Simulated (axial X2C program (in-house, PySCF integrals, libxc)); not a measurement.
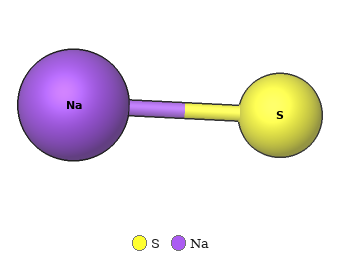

Fig. 1: The molecule at the reference distance of 2.411 Å.

**Run report: SNa⁻, relativistic diatomic calculation**

- system: SNa⁻, single determinant with M_S = 1 and |Λ| = 1 (not the lowest found).
- method: PBE0, spin-free X2C-1e, S dyall-av3z, Na dyall-av3z (cores contracted) (axial X2C program (in-house, PySCF integrals, libxc))

Summary:

```
                    quantity                                                                 value
                     outcome                             converged; a filled level lies above zero
              bond length rₑ                                                               2.628 Å
                          ωₑ                                                            247.2 cm⁻¹
       energy at the minimum                                                    −561.59343 hartree
   depth below the fragments                                                               1.19 eV
largest ⟨S²⟩ along the curve                                                                  2.00
                    hardware  1 thread of Arm Neoverse V2, 24 GiB of memory available, shared host
                   wall time                                                                 1.9 s
```

Notes:

The highest filled level (PBE0, up to 0.48 eV) lies above zero. That is common for anions, where the functional's self-interaction leaves the outer electrons unbound; only the finite basis holds them, so such levels depend on it. Caveats: 9 of the 10 points asked for were kept; at some distances an empty level lies below a filled one, since the occupations are held fixed.

The input:
```
{"zs": [16, 11], "q": -1, "bas": ["dyall-av3z", "dyall-av3z"], "levels": ["PBE0", "HF", "PW91"], "cc": true, "r0": 2.54, "thr": -1.0, "nmax": 90, "npts": 10, "nst": 2, "ntry": 6}
```

The line is the task of a batch: nuclear charges, charge, bases, the levels to run, a first guess of the distance and further settings. This report covers PBE0 without spin-orbit coupling. The log is that of the reference distance 2.411 Å, started from orbitals converged before.

Launched within a batch (the task file carries these settings):
```bash
python <driver script> task.json out
```

Output:
```
spin-free X2C-1e  PBE0
basis functions 138  fitting functions 691  grid points 4363
iter        total energy     max residual
   1       -561.589894555     2.92e-06
   2       -561.589894557     1.71e-06
converged
one-electron -862.03176401  Coulomb 301.97943522  exact exchange -9.82479936  xc functional -30.34204435  nuclear repulsion 38.62927794
```

The points of the curve:

| R (Å) | E (hartree) | dipole (D; origin at the first atom, positive when the second is positive) | highest filled (eV) | lowest empty (eV) |
| --- | --- | --- | --- | --- |
| 2.098 | −561.559871 | −11.59 | 0.48 | 0.18 |
| 2.194 | −561.574036 | −11.37 | 0.47 | 0.30 |
| 2.266 | −561.581342 | −11.19 | 0.45 | 0.38 |
| 2.339 | −561.586467 | −11.00 | 0.43 | 0.46 |
| 2.411 | −561.589895 | −10.80 | 0.42 | 0.54 |
| 2.495 | −561.592258 | −10.55 | 0.39 | 0.63 |
| 2.580 | −561.593290 | −10.30 | 0.37 | 0.71 |
| 2.688 | −561.593245 | −9.98 | 0.33 | 0.81 |
| 2.821 | −561.591800 | −9.58 | 0.28 | 0.93 |

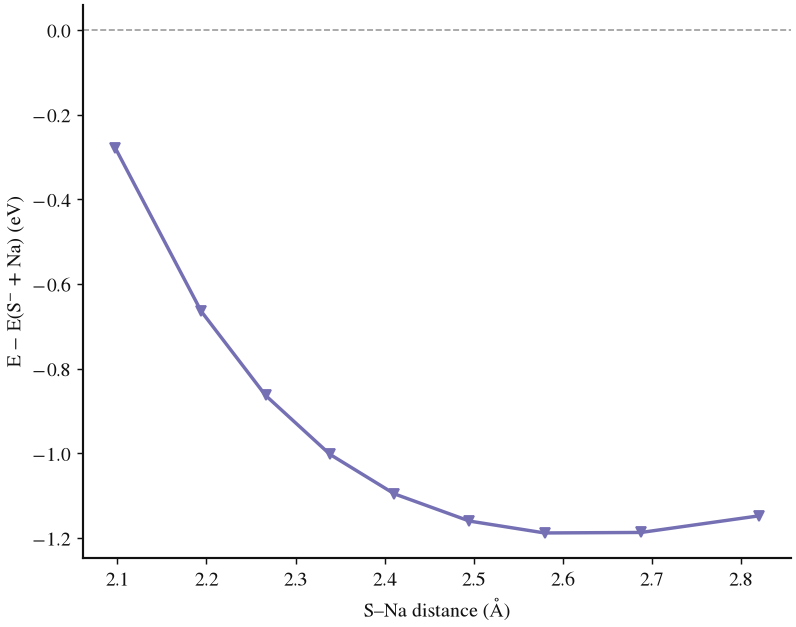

Fig. 2: Energy at 9 bond lengths, for one set of occupations held fixed; the line joins the points. A polynomial of degree 6 through 8 points gives rₑ = 2.628 Å, ωₑ = 247.2 cm⁻¹, ωₑxₑ = 1.6 cm⁻¹ and Bₑ = 0.1825 cm⁻¹. The minimum lies 1.19 eV below S⁻ + Na, each computed as one determinant at the same level.

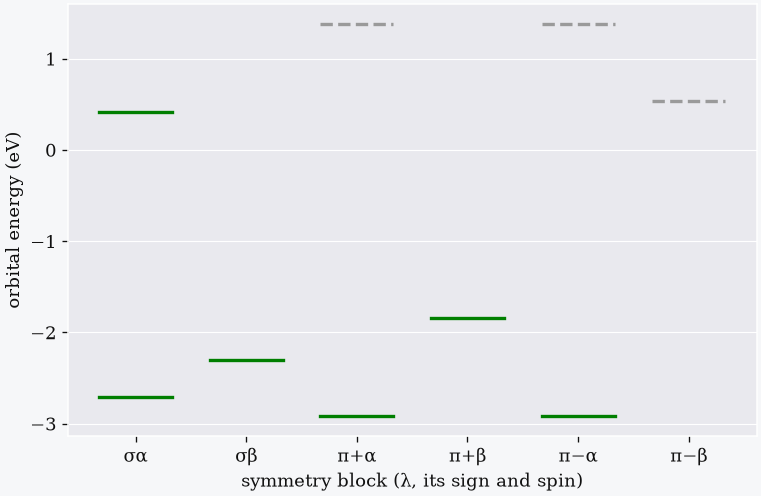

Fig. 3: Orbital energies near the frontier at 2.41 Å, filled (solid) and empty (dashed); a label such as π−α means λ = −1 and α spin. The highest filled orbital (σα; 66 % Na s, 28 % Na p) lies at 0.42 eV, the lowest empty one (π−β; 88 % S p, 7 % Na p) at 0.54 eV. A filled level above zero is held only by the finite basis .
